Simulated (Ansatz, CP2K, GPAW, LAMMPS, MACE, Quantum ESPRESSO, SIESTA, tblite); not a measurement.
**Running aqueous Ca2+ and HSO4-, 2.3 mol of salt per kg of water at 360 K (85 atoms) with tblite**

Aim: run aqueous Ca2+ and HSO4-, 2.3 mol of salt per kg of water at 360 K (85 atoms) in tblite and see how near its forces come to a plane-wave reference, and at what cost.

Main program and level: tblite 0.8.0; the method is named at each step.

### 1. Set-up

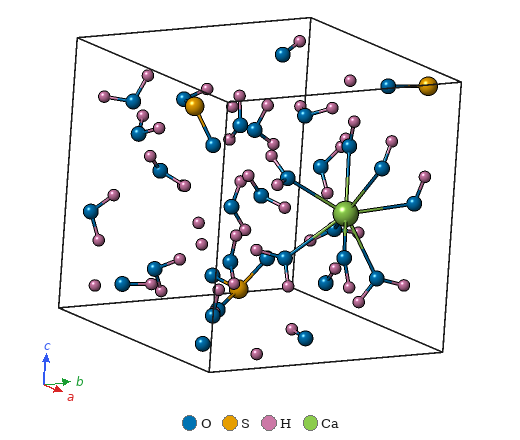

The starting structure, seen slightly off an axis (oxygen blue, sulfur orange, hydrogen pink, calcium green). Bonds to atoms that aren't drawn are left out. Some periodic images of atoms are drawn too.

The cell holds 85 atoms: 32 O, 2 S, 50 H and 1 Ca. Cell: a = 9.346 Å, b = 9.346 Å, c = 9.346 Å, α = 90.0°, β = 90.0°, γ = 90.0°. 24 H2O, 1 Ca2+, 2 HSO4- placed at random, at 1.36 g/cm³; overlaps pushed apart, then 10 ps at 420 K with divalent ions of Li, Roberts, Chakravorty and Merz (J. Chem. Theory Comput. 9, 2733 (2013)); MMFF94 bonds, angles, torsions, charges and radii (Halgren, J. Comput. Chem. 17, 490 (1996)) in harmonic and 12-6 forms; SPC/E water (Berendsen, Grigera and Straatsma, J. Phys. Chem. 91, 6269 (1987)). Snapshot after 20 ps at 360 K and fixed volume.

The yardstick, on the same geometry:

| Item | Value |
| --- | --- |
| method | Kohn-Sham DFT, PBE, SSSP efficiency 1.3.0 pseudopotentials, plane waves (Quantum ESPRESSO 7.5); sssp-pbe-1.3.0-efficiency, cutoffs 60/480 Ry, Γ point |
| r.m.s. force component | 0.6261 eV/Å |
| longest force | 2.241 eV/Å |
| pressure | -1.035 GPa |
| gap (highest filled to lowest empty level) | 4.103 eV |
| time | 2 min on 2 MPI ranks of Arm Neoverse V1, shared host |
| CPU time | 4.1 min |

### 2. GFN1-xTB

Method: GFN1-xTB tight binding, diagonalisation.

Input file run.py:

```python
import numpy as np
from ase.io import read
from tblite.ase import TBLite

atoms = read("structure.xyz")
atoms.calc = TBLite(method="GFN1-xTB", electronic_temperature=580, accuracy=1.0, max_iterations=250, mixer_damping=0.4, verbosity=1)
energy = atoms.get_potential_energy()
forces = atoms.get_forces()
print(f"energy {energy:.6f} eV")
print("forces (eV/A)")
for i, (a, f) in enumerate(zip(atoms, forces)):
    print(f"{i:4d} {a.symbol:2s} {f[0]:10.5f} {f[1]:10.5f} {f[2]:10.5f}")
stress = -atoms.get_stress(voigt=False) * 160.21766
print("stress (GPa, compression positive)")
for row in stress:
    print(" ".join(f"{x:10.4f}" for x in row))
print("charges (e)")
print(np.array2string(atoms.get_charges(), precision=4, suppress_small=True, max_line_width=110, threshold=100000))
```

Input file structure.xyz:

```xyz
85
Lattice="9.34568 0.00000 0.00000 0.00000 9.34568 0.00000 0.00000 0.00000 9.34568" Properties=species:S:1:pos:R:3 pbc="T T T"
O 2.64053 6.55637 8.90157
S 2.44474 5.56143 0.81765
O 0.97653 5.44937 0.94569
O 3.09716 6.18422 1.99269
O 3.09501 4.34387 0.34878
H 2.26278 7.45626 9.20821
O 5.84413 0.56981 8.56831
S 7.34113 0.01692 8.72251
O 8.02373 0.41504 7.51439
O 7.14197 7.88504 8.78447
O 7.77028 0.71186 0.55700
H 5.76498 1.52335 8.83419
O 2.43436 8.53307 4.82303
H 2.85314 9.03082 5.58255
H 3.10127 8.42803 4.08528
O 6.48758 4.52854 5.69853
H 7.09216 3.73248 5.67264
H 5.70956 4.33686 6.29684
O 5.73666 7.42318 6.40768
H 4.83835 7.86243 6.41665
H 6.07095 7.32888 7.34542
O 3.71902 0.25560 6.88814
H 3.02445 0.84027 7.30729
H 4.61368 0.46551 7.28253
O 3.16968 4.56209 3.91612
H 3.24463 5.12031 3.08978
H 2.78613 5.11340 4.65705
O 6.13778 4.87471 2.81520
H 6.68160 4.71751 1.99091
H 5.63498 4.04182 3.04669
O 6.68356 2.32334 3.01230
H 6.92655 2.31735 3.98229
H 7.46299 2.00708 2.47147
O 7.70430 7.58122 2.29193
H 7.97570 8.51214 2.04745
H 7.47991 7.07066 1.46185
O 8.22158 2.35735 5.66694
H 8.31607 1.71961 6.43132
H 9.11671 2.74202 5.44124
O 2.55595 8.97568 0.79999
H 1.82091 0.18093 1.19531
H 3.27183 8.83503 1.48391
O 7.62869 8.93129 4.76218
H 8.27392 0.06720 4.16911
H 7.81766 9.16157 5.71675
O 2.34446 5.83180 6.27777
H 2.67791 6.06581 7.19103
H 2.29820 6.65898 5.71778
O 0.86074 1.92428 0.88840
H 9.29362 1.89848 0.48084
H 1.19550 2.86651 0.89690
O 0.06617 0.98335 3.27379
H 0.42224 1.14270 2.35306
H 0.61055 1.49886 3.93556
O 4.25789 3.96603 7.03720
H 3.88677 4.10107 7.95598
[... 25 atom lines left out ...]
O 1.31634 1.55428 7.33729
H 1.36054 2.04278 8.20878
H 0.62139 0.83737 7.39197
Ca 7.10786 6.55385 4.46303
```

Launch:

```
$ OMP_NUM_THREADS=1 python run.py > output.txt
```

The log of the run:

```text
------------------------------------------------------------
  cycle        total energy    energy error   density error
------------------------------------------------------------
      1     -180.8666564373  -1.8155751E+02   6.9410464E-01
      2     -182.5654701826  -1.6988137E+00   4.4555673E-01
      3     -179.1682517525   3.3972184E+00   3.5587806E-01
      4     -184.2773084109  -5.1090567E+00   1.4540837E-01
      5     -185.3841092446  -1.1068008E+00   2.8862993E-02
      6     -185.2720951982   1.1201405E-01   4.9987175E-02
      7     -185.3389495909  -6.6854393E-02   3.5423746E-02
      8     -185.4093451643  -7.0395573E-02   8.8367098E-03
      9     -185.4136479180  -4.3027538E-03   4.4161273E-04
     10     -185.4136354638   1.2454270E-05   5.0598076E-04
     11     -185.4136470777  -1.1613990E-05   1.6541464E-04
     12     -185.4136482496  -1.1718269E-06   8.2560947E-05
     13     -185.4136485616  -3.1206963E-07   2.5550969E-05
     14     -185.4136485963  -3.4670734E-08   4.6101529E-06
------------------------------------------------------------
 total:                                   2.523 sec
energy -5045.362366 eV
forces (eV/A)
   0 O    -0.33118    1.27680    0.85950
   1 S    -1.00511    0.36291    0.25697
   2 O     1.41540   -0.23745    0.13578
   3 O    -0.83154   -0.14080   -2.00079
   4 O    -0.55475    0.33408    0.24565
   5 H     0.75034   -0.81852   -0.28095
   6 O    -0.84138    0.35008   -0.24496
   7 S    -1.34342   -1.00945   -0.30958
   8 O     0.79458   -0.30885   -0.16898
   9 O     0.68768    2.33286    0.18466
  10 O     0.97400   -0.39134    0.91967
  11 H     0.14326   -0.45327    0.16578
  12 O     0.90233   -0.07993   -0.48716
  13 H    -0.15906   -0.57011   -1.05081
  14 H    -0.79264    0.28391    1.33585
  15 O     0.24350   -0.44397    0.18601
  16 H    -0.81352    0.87996    0.26706
  17 H     1.04567    0.14045   -0.75223
  18 O    -0.78512    0.18763    0.92527
  19 H     1.53419   -0.69164    0.13980
  20 H    -0.67215    0.33114   -1.46160
  21 O     0.38534    0.75810    0.85128
  22 H     0.94868   -0.69630   -0.37326
  23 H    -1.23745   -0.12854   -0.37239
[...]
77 H    -1.22006    0.80372   -0.13104
  78 O    -0.42810    1.06152   -0.73264
  79 H     0.68709   -0.44635    1.14520
  80 H    -0.71288   -0.28491   -0.81331
  81 O    -0.49287   -0.29858    1.02030
  82 H    -0.43471   -0.86814   -1.14802
  83 H     0.86827    1.15616    0.24386
  84 Ca   -0.26447    0.14926   -0.15430
stress (GPa, compression positive)
   -4.3927     0.2017    -0.1538
    0.2017    -3.6421    -0.6836
   -0.1538    -0.6836    -4.9310
charges (e)
[-0.4633  0.6493 -0.4576 -0.4412 -0.4496  0.3907 -0.4611  0.6579 -0.4417 -0.4748 -0.4301  0.3884 -0.6891
  0.3459  0.3153 -0.6114  0.3461  0.3596 -0.5789  0.3416  0.3479 -0.6991  0.34    0.3494 -0.7231  0.3691
  0.3375 -0.5772  0.3389  0.3372 -0.6618  0.3556  0.3492 -0.5688  0.3441  0.3416 -0.7032  0.349   0.352
 -0.6703  0.3427  0.343  -0.5943  0.3575  0.3435 -0.6843  0.349   0.3417 -0.6659  0.3564  0.3445 -0.7045
  0.3383  0.3414 -0.6707  0.3426  0.3419 -0.7066  0.3379  0.3551 -0.675   0.3196  0.3405 -0.682   0.3346
  0.3599 -0.5762  0.3373  0.3531 -0.6054  0.3639  0.3415 -0.693   0.3581  0.3452 -0.5854  0.336   0.3404
 -0.698   0.3365  0.3603 -0.6638  0.3414  0.3476  0.6494]
```

Run time: 3.2 s. Hardware: 1 thread of Arm Neoverse V1, shared host; peak memory 0.15 GiB.

Banners, paths, timers and routine set-up lines are dropped from the logs unmarked, and long logs keep their key lines alone; longer cuts are marked.

Against the reference:

| Quantity | Value |
| --- | --- |
| r.m.s. force component | 0.7848 eV/Å |
| r.m.s. difference of force components | 352.9 meV/Å |
| longest difference of force vectors | 1329 meV/Å |
| force difference over r.m.s. force | 56.37 % |
| slope of forces against the reference's | 1.127 |
| correlation of force components | 0.8989 |
| pressure | -4.322 GPa |
| pressure difference | -3.287 GPa |

Length of the force difference by element (eV/Å):

| element | atoms | mean | most |
| --- | --- | --- | --- |
| Ca | 1 | 0.20 | 0.20 |
| H | 50 | 0.46 | 0.84 |
| O | 32 | 0.71 | 1.3 |
| S | 2 | 1.1 | 1.1 |

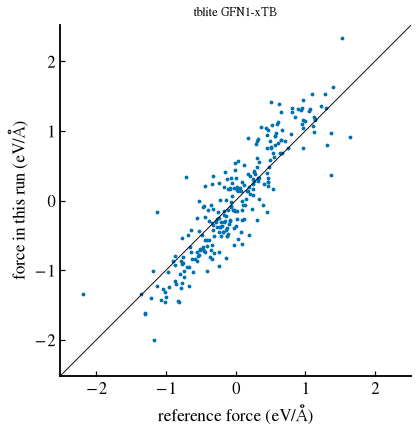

Force components against those of the reference; the line marks equality.

The surroundings of O10, which bears the longest force, nearest first, numbered as they follow in the input and with coordinates relative to it.

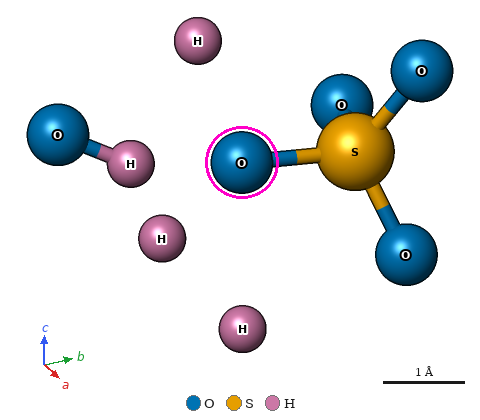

The atoms of the table, within 2.5 Å (arrows a, b, c point along x, y, z); some may hide others; the central atom is ringed.

| atom | x | y | z | distance (Å) | bonds | Mulliken charge (e) | Fx | Fy | Fz (eV/Å) |
| --- | --- | --- | --- | --- | --- | --- | --- | --- | --- |
| O10 | 0.00 | 0.00 | 0.00 | 0.00 | 1 | -0.47 | 0.69 | 2.33 | 0.18 |
| S8 | 0.20 | 1.48 | -0.06 | 1.49 | 4 | 0.66 | -1.34 | -1.01 | -0.31 |
| H66 | 0.02 | -1.56 | 0.31 | 1.59 | 1 | 0.36 | -0.80 | -1.10 | 0.48 |
| H21 | -1.07 | -0.56 | -1.44 | 1.88 | 1 | 0.35 | -0.67 | 0.33 | -1.46 |
| H36 | 0.34 | -0.81 | 2.02 | 2.21 | 1 | 0.34 | 0.35 | 1.05 | 1.34 |
| H77 | 1.48 | -0.69 | -1.51 | 2.22 | 1 | 0.34 | 0.49 | -0.87 | -1.39 |
| O7 | -1.30 | 2.03 | -0.22 | 2.42 | 2 | -0.46 | -0.84 | 0.35 | -0.24 |
| O9 | 0.88 | 1.88 | -1.27 | 2.43 | 1 | -0.44 | 0.79 | -0.31 | -0.17 |
| O64 | -0.36 | -2.39 | 0.72 | 2.52 | 2 | -0.68 | -0.96 | 0.31 | -0.15 |
| O11 | 0.63 | 2.17 | 1.12 | 2.52 | 1 | -0.43 | 0.97 | -0.39 | 0.92 |

Atoms are counted from 1 here, from 0 in the log.

Forces lie 56 % from the reference's, at 0.013 times its CPU time (on 1 against 2 cores).

### 3. Results

| Item | Value |
| --- | --- |
| force difference from the reference | tblite GFN1-xTB, 56 % |
| its CPU time | 3.2 s |

What this shows: Tight binding differs by 56 % (tblite GFN1-xTB); it is another model, with fitted parameters of its own, and the xTB methods hold dispersion. One electronic-structure run takes under half the reference's CPU time: tblite GFN1-xTB, at 56 % in 3.2 s against 4.1 min; its pressure misses by -3.3 GPa. Periodic xTB results under one method name differ between programs and library versions. The reference's pressure holds the uncorrected Pulay stress of its 60 Ry basis, so small pressure differences, and their order, may be the reference's own error. The network of contacts between molecules at the start is that of the classical potential that made the cell, and needn't be the one that DFT or experiment would give. The concentration wasn't checked against solubility and may exceed it. The reference's PBE has no dispersion term, which matters for the binding between molecules or layers. The density was typed from a rule of thumb and may lie off the real one at this temperature. The electronic-structure runs sample only Γ, in a cell whose shortest periodic width is 9 Å.

[Also dropped from logs without a mark: logging warnings of Python, and SIESTA's first energy breakdown and zero terms.]

[Logs are printed without paths, hosts, clocks, repeated set-up lines and the standing remarks that a program may print on its own settings, such as how far it seeks lower states.]

[Hosts, paths, dates, database ids (printed as entryN), source tags and the programs' standing remarks are cut or masked in the printed files.]

[The MMFF94 radii named for the starting cell were scaled by 0.96; in molecules described by MMFF94, hydrogen bound to N, O or S took a small fixed 12-6 site in their place.]
